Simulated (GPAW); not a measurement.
# Core-hole calculation of the Ti K edge in TiSe (Pnma), part 2 of 3

Aim: the dependence of the Ti K near-edge features of TiSe (Pnma) on volume.

GPAW 26.7.0; X-ray absorption from dipole matrix elements to empty bands, plane-wave PAW LDA.

So far. Step 2 (The field without a hole): The mesh shows no gap, so the system is treated as a metal and the core electron is put at the Fermi level (neutral cell).

## Step 4: Spectrum with XCH, Ti atom 5

The holes are 7.0 Å apart. In GPAW the data set carries the hole's charge, so charge=0 means a charged cell and charge=-1 a neutral one. The excited electron is kept in the cell, where it fills the lowest empty states and screens the hole. After the field has converged, empty bands are computed with the density fixed and the dipole matrix elements are summed.

The absorber has 1 Se at 2.52 Å, 2 Se at 2.56 Å, 2 Se at 2.70 Å and 1 Se at 2.78 Å (distorted octahedral, site symmetry m).

The input, xas.py:

```python
import numpy as np
from ase import Atoms
from ase.parallel import parprint, paropen
from gpaw import GPAW, PW, FermiDirac, Mixer, MixerDif, setup_paths
from gpaw.test import gen
setup_paths.insert(0, '.')
gen('Ti', name='fch1s', xcname='LDA', corehole=(1, 0, 1), write_xml=True)
from gpaw.mpi import world
world.barrier()

atoms = Atoms('Se8Ti8',
    cell=[[0, 6.988, 0],
     [0, -3.494, -6.222],
     [-6.462, 3.494, 0]],
    scaled_positions=[[0.475, 0.42, 0.22],
     [0.975, 0.42, 0.22],
     [0.445, 0.92, 0.28],
     [0.945, 0.92, 0.28],
     [0.055, 0.08, 0.72],
     [0.555, 0.08, 0.72],
     [0.025, 0.58, 0.78],
     [0.525, 0.58, 0.78],
     [0.775, 0.81, 0.01],
     [0.275, 0.81, 0.01],
     [0.035, 0.31, 0.49],
     [0.535, 0.31, 0.49],
     [0.465, 0.69, 0.51],
     [0.965, 0.69, 0.51],
     [0.725, 0.19, 0.99],
     [0.225, 0.19, 0.99]],
    pbc=True)
atoms.calc = calc = GPAW(legacy_gpaw=True, mode=PW(430), xc='LDA', setups={8: 'fch1s'},
    kpts={'size': (3, 3, 3), 'gamma': True}, occupations=FermiDirac(0.1),
    charge=-1, mixer=Mixer(0.1, 5, 50), maxiter=150,
    convergence={'density': 0.0001}, txt='scf.txt')
energy = atoms.get_potential_energy() + calc.get_reference_energy()
ef = calc.get_fermi_level()
out = dict(energy=energy, fermi=ef, forces=atoms.get_forces().tolist())
parprint(f'all-electron energy {energy:.4f} eV, Fermi level {ef:.4f} eV')
ev = np.array([[calc.get_eigenvalues(k, s) for k in range(len(calc.get_ibz_k_points()))] for s in range(calc.get_number_of_spins())])
out['homo'], out['lumo'], out['counts'] = ev[ev < ef].max(), ev[ev > ef].min(), sorted(set((ev < ef).sum((0, 2)).tolist()))
out['filled'] = (ev[:, 0] < ef).sum(1).tolist()

from ase.units import Ha
from gpaw.xas import dipole_matrix_elements
nb = int(calc.get_number_of_electrons() / 2) + 210
top, nb = nb, nb + 8 + nb // 12
nscf = calc.fixed_density(kpts={'size': (3, 3, 3), 'gamma': True}, nbands=nb,
    convergence={'bands': top, 'eigenstates': 1e-5}, maxiter=60, txt='nscf.txt')
cell = atoms.cell.array
ops = [cell.T @ U.T @ np.linalg.inv(cell.T) for U in nscf.wfs.kd.symmetry.op_scc]
E = np.arange(-6, 34, 0.1)
fwhm = np.interp(E, [4, 25], [0.94, 3.5])
Y, X, zero, highest = 0, 0, 1e9, 1e9
for spin in range(nscf.get_number_of_spins()):
    wfs = nscf.wfs
    A = dipole_matrix_elements(wfs.setups[8])
    eps = np.zeros((wfs.kd.nibzkpts, nb))
    d = np.zeros((3, A.shape[1], wfs.kd.nibzkpts, nb), complex)
    for kpt in wfs.kpt_u:
        if kpt.s == spin and 8 in kpt.P_ani:
            eps[kpt.k] = kpt.eps_n * Ha
            d[:, :, kpt.k] = (kpt.weight * wfs.nspins / 2) ** 0.5 * np.inner(A, kpt.P_ani[8])
    world.sum(eps)
    world.sum(d)
    T = np.einsum('amkn,bmkn->abkn', d, d.conj()).real
    T = sum(np.einsum('ai,ijkn,bj->abkn', R, T, R) for R in ops) / len(ops)
    empty = eps > ef
    zero, highest = min(zero, eps[empty].min()), min(highest, eps[:, top - 1].min())
    lines = [(eps, T, empty)] if spin == 0 else lines + [(eps, T, empty)]
for eps, T, empty in lines:
    f = np.einsum('aakn->akn', T).reshape(3, -1)
    x = eps.ravel() - zero
    w = np.interp(x, E, fwhm) / 2.35482
    g = np.exp(-0.5 * ((E[:, None] - x) / w) ** 2) / (w * (2 * np.pi) ** 0.5)
    Y = Y + (f * empty.ravel()) @ g.T
    X = X + (f * ~empty.ravel()) @ g.T
out.update(E=E.round(2).tolist(), xas=Y.tolist(), xes=X.tolist(), zero=zero, valid=highest - zero, nk=len(eps), nb=nb)
for i in range(0, len(E), 10):
    parprint(f'{E[i]:7.2f}', *(f'{v:10.3e}' for v in Y[:, i]))
import json
with paropen('out.json', 'w') as f:
    json.dump(out, f)
```

Command:

```console
OMP_NUM_THREADS=1 mpirun -n 2 gpaw python xas.py
```

Numbers of over 12 decimals in the logs are rounded to 6 here.

The log of the run:

```text
Input parameters:
  charge: -1
  convergence: {density: 0.0001}
  kpts: {gamma: True,
         size: (3, 3, 3)}
  maxiter: 150
  mixer: {backend: pulay,
          beta: 0.1,
          method: separate,
          nmaxold: 5,
          weight: 50}
  mode: {ecut: 430.0,
         name: pw}
  occupations: {fixmagmom: False,
                name: fermi-dirac,
                width: 0.1}
  setups: {8: fch1s}

Initialize ...

[... PAW data sets ...]

Reference energy: -708546.642256  # eV

Spin-paired calculation

[... convergence settings ...]
Symmetries present (total): 1
  [... symmetry matrices ...]

27 k-points: 3 x 3 x 3 Monkhorst-Pack grid
14 k-points in the irreducible part of the Brillouin zone
       k-points in crystal coordinates                weights
   0:     0.00000000    0.00000000    0.00000000          1/27
   1:     0.00000000    0.00000000    0.33333333          2/27
   2:     0.00000000    0.33333333   -0.33333333          2/27
   3:     0.00000000    0.33333333    0.00000000          2/27
   4:     0.00000000    0.33333333    0.33333333          2/27
   5:     0.33333333   -0.33333333   -0.33333333          2/27
   6:     0.33333333   -0.33333333    0.00000000          2/27
   7:     0.33333333   -0.33333333    0.33333333          2/27
   8:     0.33333333    0.00000000   -0.33333333          2/27
   9:     0.33333333    0.00000000    0.00000000          2/27
          ...
  13:     0.33333333    0.33333333    0.33333333          2/27

Wave functions: Plane wave expansion
  Cutoff energy: 430.000 eV
  Number of coefficients (min, max): 5668, 5707
  Pulay-stress correction: 0.000000 eV/Ang^3 (de/decut=0.000000)
  Using FFTW library
  Wavefunction extrapolation:
    Improved wavefunction reuse through dual PAW basis

Occupation numbers: Fermi-Dirac:
  width: 0.1000  # eV

Eigensolver
   Davidson(niter=2)

Densities:
  Coarse grid: 35*35*36 grid
  Fine grid: 70*70*72 grid
  Total Charge: 0.000000

Density mixing:
  Method: separate
  Backend: pulay
  Linear mixing parameter: 0.1
  old densities: 5
  Width of damping distribution: 1.1
  Damping of long wavelength oscillations: 50

[... Hamiltonian set-up ...]
Number of atoms: 16
Number of atomic orbitals: 136
Number of bands in calculation: 91
Number of valence electrons: 145
Bands to converge: occupied

... initialized

Initializing position-dependent things.

Density initialized from atomic densities
Creating initial wave functions:
  91 bands from LCAO basis set

             Ti
                Se

          Ti  Se        Se
                  Ti
                   TiSe
              SeTi
                 Ti
           Se        Se  Ti

                   Se
                      Ti

Atomic positions and initial magnetic moments

Positions:
   0 Se    -1.421640    2.620500   -2.613240    ( 0.0000,  0.0000,  0.0000)
   1 Se    -1.421640    6.114500   -2.613240    ( 0.0000,  0.0000,  0.0000)
   2 Se    -1.809360    0.873500   -5.724240    ( 0.0000,  0.0000,  0.0000)
   3 Se    -1.809360    4.367500   -5.724240    ( 0.0000,  0.0000,  0.0000)
   4 Se    -4.652640    2.620500   -0.497760    ( 0.0000,  0.0000,  0.0000)
   5 Se    -4.652640    6.114500   -0.497760    ( 0.0000,  0.0000,  0.0000)
   6 Se    -5.040360    0.873500   -3.608760    ( 0.0000,  0.0000,  0.0000)
[...]
13 Ti    -3.295620    6.114500   -4.293180    ( 0.0000,  0.0000,  0.0000)
  14 Ti    -6.397380    7.861500   -1.182180    ( 0.0000,  0.0000,  0.0000)
  15 Ti    -6.397380    4.367500   -1.182180    ( 0.0000,  0.0000,  0.0000)

Unit cell:
           periodic     x           y           z      points  spacing
  1. axis:    yes    0.000000    6.988000    0.000000    35     0.1575
  2. axis:    yes    0.000000   -3.494000   -6.222000    35     0.1778
  3. axis:    yes   -6.462000    3.494000    0.000000    36     0.1795

  Lengths:   6.988000   7.135918   7.346120
  Angles:  103.466871  61.599934 119.316640

Effective grid spacing dv^(1/3) = 0.1854

iter:   1  -166.091327
iter:   2  -134.352228   -0.08  -1.11
iter:   3  -125.915384   -1.04  -1.25
iter:   4  -125.318756   -1.30  -1.40
iter:   5  -125.005465   -2.01  -1.43
iter:   6  -124.766414   -1.30  -1.51
iter:   7  -124.923788   -1.53  -1.80
iter:   8  -124.543083   -2.20  -1.78
iter:   9  -124.505164   -2.93  -2.00
iter:  10  -124.510054c  -2.95  -2.20
iter:  11  -124.505528c  -3.66  -2.62
iter:  12  -124.504942c  -3.99  -2.78
iter:  13  -124.503660c  -3.84  -2.84
iter:  14  -124.503803c  -4.41  -2.99
iter:  15  -124.503453c  -4.93  -3.03
iter:  16  -124.502842c  -4.63  -3.25
iter:  17  -124.503108c  -5.27  -3.36
iter:  18  -124.503088c  -5.34  -3.60
iter:  19  -124.503084c  -5.85  -3.97
iter:  20  -124.503054c  -6.50  -4.26c
iter:  21  -124.503037c  -6.60  -4.37c
iter:  22  -124.503043c  -6.90  -4.48c
iter:  23  -124.503021c  -7.13  -4.54c
iter:  24  -124.503034c  -7.32  -4.62c
iter:  25  -124.503031c  -7.71c -4.68c

Converged after 25 iterations.

Dipole moment: (-0.129980, -0.015260, 0.206811) |e|*Ang

Energy contributions relative to reference atoms: (reference = -708546.642256)

Kinetic:       +127.476953
Potential:     -117.348228
External:        +0.000000
XC:            -133.180265
Entropy (-ST):   -0.328353
Local:           -1.287314
SIC:             +0.000000
--------------------------
Free energy:   -124.667207
Extrapolated:  -124.503031

Showing only first 2 kpts
 Kpt  Band  Eigenvalues  Occupancy
  0    70      8.84943    1.98374
  0    71      8.91367    1.96932
  0    72      9.27058    1.28794
  0    73      9.61406    0.11018

  1    70      8.75605    1.99358
  1    71      9.36219    0.83965
  1    72      9.53622    0.22534
[...]
Fermi level: 9.32984

No gap
No difference between direct/indirect transitions

Forces in eV/Ang:
  0 Se    0.34871   -0.00000   -0.18039
  1 Se    0.22390    0.00000   -0.03873
  2 Se    0.02820    0.17657    0.10018
  3 Se    0.02820   -0.17657    0.10018
  4 Se    0.03582    0.00000    0.20430
  5 Se    0.18612    0.00000   -0.01657
  6 Se   -0.31373   -0.08060   -0.03842
[...]
13 Ti    0.17670    0.00000   -0.34727
 14 Ti   -0.18594    0.16210   -0.04810
 15 Ti   -0.18594   -0.16210   -0.04810
Scalar-relativistic atomic LDA calculation for Ti (Titanium, Z=22)
Core hole in 1s state (1s occupation: 1.0)
600 radial gridpoints.
|------------------------------------------------|
|------------------------------------------------|
[... the atom generator's iteration count ...]

Energy contributions:
-------------------------
Kinetic:     +672.671614
XC:           -34.028348
Potential:  -1307.172598
-------------------------
Total:       -668.529332

state      eigenvalue         ekin         rmax
-----------------------------------------------
1s^1.0 :  -187.828620   240.500426        0.045
2s^2.0 :   -22.002726    43.832967        0.262
2p^6.0 :   -18.989232    43.629197        0.209
3s^2.0 :    -2.983269     9.467322        0.829
3p^6.0 :    -2.108060     8.391345        0.840
3d^2.0 :    -0.666650     5.344221        0.850
4s^2.0 :    -0.460559     1.379460        2.509
4p^0.0 :    -0.300118     0.992184        2.957
-----------------------------------------------
(units: Bohr and Hartree)

Generating PAW setup
Kinetic energy of the core from tauc = 593.006444694578
Cutoffs:
rc(s)=2.400
rc(p)=2.000
rc(d)=2.000
rc(vbar)=1.800
rc(comp)=2.300
rc(nct)=2.400

Kinetic energy of the core states: 589.941539
Charge: 1.0
Core electrons: 9.0
Valence electrons: 12.0
Pseudo-core charge: 0.000000
Shape function alpha=1.890
Pseudo-electron charge 5.350237
state    eigenvalue         norm
--------------------------------
3s(2) :    -2.983269     0.223229
4s(2) :    -0.460559     1.020774
3p(6) :    -2.108060     0.336604
4p(0) :    -0.300118     0.967107
3d(2) :    -0.666650     0.421304
*d    :     0.333350
--------------------------------

Diagonalizing with gridspacing h=0.050

state   all-electron     PAW
-------------------------------
3s:      -2.983269    -2.983558
3p:      -2.108060    -2.108705
3d:      -0.666650    -0.667242
*f:                   -0.026873
-------------------------------
all-electron energy -708671.1453 eV, Fermi level 9.3298 eV
[...]
31.00  4.536e-07  4.578e-07  4.689e-07
  32.00  4.177e-07  4.286e-07  4.706e-07
  33.00  3.828e-07  3.927e-07  4.758e-07
```

Wall time 11 min (2 MPI ranks of Arm Neoverse V1, shared host); peak memory 0.73 GiB; 23 min of CPU time.

The Ti K spectrum, Ti atom 5, excited-electron core hole (neutral cell) (energy from the lowest empty level; intensity scaled to a mean of 1 over the first 20 eV; polarised curves are means over the symmetry-equivalent atoms):

| E (eV) | isotropic | ε ∥ x | ε ∥ y | ε ∥ z |
| --- | --- | --- | --- | --- |
| -2.0 | 0.00 | 0.00 | 0.00 | 0.00 |
| -0.5 | 0.02 | 0.00 | 0.02 | 0.02 |
| 1.0 | 0.28 | 0.14 | 0.32 | 0.39 |
| 2.5 | 0.36 | 0.40 | 0.36 | 0.32 |
| 4.0 | 0.30 | 0.21 | 0.23 | 0.46 |
| 5.5 | 0.90 | 0.71 | 0.98 | 1.01 |
| 7.0 | 1.44 | 1.68 | 1.43 | 1.21 |
| 8.5 | 1.70 | 1.77 | 1.86 | 1.48 |
| 10.0 | 1.32 | 1.22 | 1.38 | 1.36 |
| 11.5 | 1.32 | 1.43 | 1.16 | 1.37 |
| 13.0 | 1.22 | 1.12 | 1.20 | 1.34 |
| 14.5 | 0.99 | 0.96 | 0.94 | 1.08 |
| 16.0 | 1.05 | 1.11 | 1.00 | 1.04 |
| 17.5 | 1.13 | 1.11 | 1.15 | 1.12 |
| 19.0 | 1.09 | 1.12 | 1.08 | 1.06 |
| 20.5 | 1.02 | 1.09 | 1.00 | 0.95 |
| 22.0 | 1.00 | 1.04 | 1.01 | 0.95 |
| 23.5 | 0.95 | 0.97 | 1.02 | 0.88 |
| 25.0 | 0.87 | 0.93 | 0.92 | 0.77 |
| 26.5 | 0.88 | 0.94 | 0.89 | 0.81 |
| 28.0 | 0.96 | 0.98 | 0.96 | 0.93 |
| 29.5 | 0.97 | 0.99 | 0.98 | 0.96 |
| 31.0 | 0.92 | 0.91 | 0.92 | 0.94 |

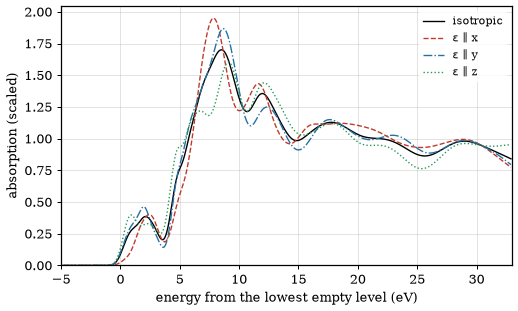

The Ti K edge, Ti atom 5, excited-electron core hole (neutral cell): main maxima at 8.5, 12.0 and 17.8 eV.

Main maxima below 30 eV (height): 2.1 eV (0.39), 8.5 eV (1.70), 12.0 eV (1.36), 17.8 eV (1.13) and 29.0 eV (0.98). A K edge sees empty p states. The first eV above the zero hold little dipole weight, as the lowest empty bands are of d character; the main edge, of 4p character, rises through 0.6 near 5 eV above the zero.

The total-energy difference is 4970.07 eV. One term is added: -22.68 eV, since the hole is spin-paired here and a spin-polarised one costs that much less in the free atom (computed apart). The photon energy is then 4947.39 eV. The tabulated edge of the element is 4966 eV. The functional leaves an error in such absolute values: in the free atom LDA prices this hole 13.2 eV below PBE (computed apart), and PBE is itself good to a few eV.

## Step 5: Supercell without a hole, the energy reference

The cell changes for the next run, so it gets a reference energy of its own.

The cell differs from the one that the last finished run ended in (a 6.988 → 6.845 Å, b 7.136 → 6.990 Å, c 7.346 → 7.196 Å).

The input, scf.py:

```python
import numpy as np
from ase import Atoms
from ase.parallel import parprint, paropen
from gpaw import GPAW, PW, FermiDirac, Mixer, MixerDif, setup_paths
from gpaw.test import gen
setup_paths.insert(0, '.')
gen('Ti', name='nch1s', xcname='LDA', corehole=(1, 0, 0), write_xml=True)
from gpaw.mpi import world
world.barrier()

atoms = Atoms('Se8Ti8',
    cell=[[0, 6.84534773, 0],
     [0, -3.42267386, -6.09498477],
     [-6.33008543, 3.42267386, 0]],
    scaled_positions=[[0.475, 0.42, 0.22],
     [0.975, 0.42, 0.22],
     [0.445, 0.92, 0.28],
     [0.945, 0.92, 0.28],
     [0.055, 0.08, 0.72],
     [0.555, 0.08, 0.72],
     [0.025, 0.58, 0.78],
     [0.525, 0.58, 0.78],
     [0.775, 0.81, 0.01],
     [0.275, 0.81, 0.01],
     [0.035, 0.31, 0.49],
     [0.535, 0.31, 0.49],
     [0.465, 0.69, 0.51],
     [0.965, 0.69, 0.51],
     [0.725, 0.19, 0.99],
     [0.225, 0.19, 0.99]],
    pbc=True)
atoms.calc = calc = GPAW(legacy_gpaw=True, mode=PW(430), xc='LDA', setups={8: 'nch1s'},
    kpts={'size': (3, 3, 3), 'gamma': True}, occupations=FermiDirac(0.1),
    charge=0, mixer=Mixer(0.1, 5, 50), maxiter=150,
    convergence={'density': 0.0001}, txt='scf.txt')
energy = atoms.get_potential_energy() + calc.get_reference_energy()
ef = calc.get_fermi_level()
out = dict(energy=energy, fermi=ef, forces=atoms.get_forces().tolist())
parprint(f'all-electron energy {energy:.4f} eV, Fermi level {ef:.4f} eV')
ev = np.array([[calc.get_eigenvalues(k, s) for k in range(len(calc.get_ibz_k_points()))] for s in range(calc.get_number_of_spins())])
out['homo'], out['lumo'], out['counts'] = ev[ev < ef].max(), ev[ev > ef].min(), sorted(set((ev < ef).sum((0, 2)).tolist()))
out['filled'] = (ev[:, 0] < ef).sum(1).tolist()
import json
with paropen('out.json', 'w') as f:
    json.dump(out, f)
```

Command:

```console
OMP_NUM_THREADS=1 mpirun -n 2 gpaw python scf.py
```

The log of the run:

```text
Input parameters:
  convergence: {density: 0.0001}
  kpts: {gamma: True,
         size: (3, 3, 3)}
  maxiter: 150
  mixer: {backend: pulay,
          beta: 0.1,
          method: separate,
          nmaxold: 5,
          weight: 50}
  mode: {ecut: 430.0,
         name: pw}
  occupations: {fixmagmom: False,
                name: fermi-dirac,
                width: 0.1}
  setups: {8: nch1s}

Initialize ...

[...]
4s(2) :    -0.168799     0.990650
3p(6) :    -1.425558     0.436626
4p(0) :    -0.056429     0.981035
3d(2) :    -0.164024     0.588737
*d    :     0.835976
--------------------------------

Diagonalizing with gridspacing h=0.050

state   all-electron     PAW
-------------------------------
3s:      -2.287902    -2.288205
3p:      -1.425558    -1.426242
3d:      -0.164024    -0.164519
*f:                    0.065395
-------------------------------
all-electron energy -713641.5485 eV, Fermi level 10.1530 eV
[key lines of the parts left out:]
Converged after 22 iterations.
Dipole moment: (0.000000, -0.000000, -0.000000) |e|*Ang
Free energy:   -112.701742
Fermi level: 10.15299
```

Elapsed: 3 min, on 2 MPI ranks; peak memory 0.4 GiB; 6 min of CPU time.

Reference energy: -713641.549 eV with the cores included.

## Step 6: Spectrum with XCH, Ti atom 5

Shorter bonds are expected to push antibonding states and scattering resonances up, and longer ones down; the cell is scaled to test that.

Changed against the first core-hole run: volume scale from 1 to 0.94.

Edit xas.py of step 4 so:

```diff
@@ -11,5 +11,5 @@
 atoms = Atoms('Se8Ti8',
-    cell=[[0, 6.988, 0],
-     [0, -3.494, -6.222],
-     [-6.462, 3.494, 0]],
+    cell=[[0, 6.84534773, 0],
+     [0, -3.42267386, -6.09498477],
+     [-6.33008543, 3.42267386, 0]],
     scaled_positions=[[0.475, 0.42, 0.22],
@@ -45,3 +45,3 @@
 from gpaw.xas import dipole_matrix_elements
-nb = int(calc.get_number_of_electrons() / 2) + 210
+nb = int(calc.get_number_of_electrons() / 2) + 200
 top, nb = nb, nb + 8 + nb // 12
```

Command:

```console
OMP_NUM_THREADS=1 mpirun -n 2 gpaw python xas.py
```

The log of the run:

```text
Input parameters:
  charge: -1
  convergence: {density: 0.0001}
  kpts: {gamma: True,
         size: (3, 3, 3)}
  maxiter: 150
  mixer: {backend: pulay,
          beta: 0.1,
          method: separate,
          nmaxold: 5,
          weight: 50}
  mode: {ecut: 430.0,
         name: pw}
  occupations: {fixmagmom: False,
                name: fermi-dirac,
                width: 0.1}
  setups: {8: fch1s}

Initialize ...

[...]
*d    :     0.333350
--------------------------------

Diagonalizing with gridspacing h=0.050

state   all-electron     PAW
-------------------------------
3s:      -2.983269    -2.983558
3p:      -2.108060    -2.108705
3d:      -0.666650    -0.667242
*f:                   -0.026873
-------------------------------
all-electron energy -708671.6257 eV, Fermi level 10.1319 eV
[...]
32.00  4.663e-07  4.609e-07  4.585e-07
  33.00  4.288e-07  4.324e-07  4.583e-07
[key lines of the parts left out:]
Converged after 23 iterations.
Dipole moment: (-0.122180, -0.017487, 0.196552) |e|*Ang
Free energy:   -125.131369
Fermi level: 10.13191
```

It took 10 min on 2 MPI ranks; peak memory 0.7 GiB; 21 min of CPU time.

```csv
E (eV),first run,this run
-2.0,0.00,0.00
-1.0,0.00,0.00
0.0,0.09,0.09
1.0,0.28,0.29
2.0,0.38,0.38
3.0,0.28,0.35
4.0,0.30,0.23
5.0,0.76,0.69
6.0,1.10,1.00
7.0,1.44,1.41
8.0,1.65,1.55
9.0,1.64,1.68
10.0,1.32,1.45
11.0,1.24,1.17
12.0,1.36,1.28
13.0,1.22,1.29
14.0,1.05,1.14
15.0,0.99,1.02
16.0,1.05,1.02
17.0,1.11,1.10
18.0,1.13,1.16
19.0,1.09,1.14
20.0,1.03,1.09
21.0,1.01,1.04
22.0,1.00,1.01
23.0,0.98,1.00
24.0,0.93,0.97
25.0,0.87,0.92
26.0,0.87,0.88
27.0,0.91,0.87
28.0,0.96,0.91
29.0,0.98,0.96
30.0,0.96,0.99
31.0,0.92,0.98
32.0,0.88,0.94
```

The scaled spectrum changes by 6 % r.m.s. The highest intensity below 24 eV goes from 8.5 eV (1.70) to 9.0 eV (1.68).

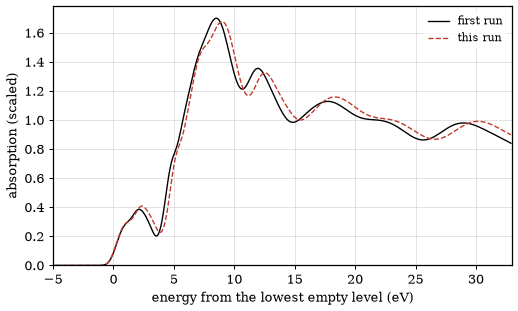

The effect of the change (volume scale from 1 to 0.94).

The photon energy of the zero moves by -0.15 eV.

(Part 2 of 3 ends here.)

[Banner, clock and machine lines of the logs are left out without a mark of their own.]

[Logs are printed without paths, hosts, clocks, repeated set-up lines and the standing remarks that a program may print on its own settings, such as how far it seeks lower states.]

[Hosts, paths, dates, database ids (printed as entryN), source tags and the programs' standing remarks are cut or masked in the printed files.]

[Lists of maxima count a maximum above −3 eV only where it reaches 4 % of the highest in the window and stands out from its surroundings by 2 % of it (1.5 % where it reaches 55 %); shoulders and weaker maxima are passed over, and of the rest the first, up to two pre-edge ones and the few strongest are named.]
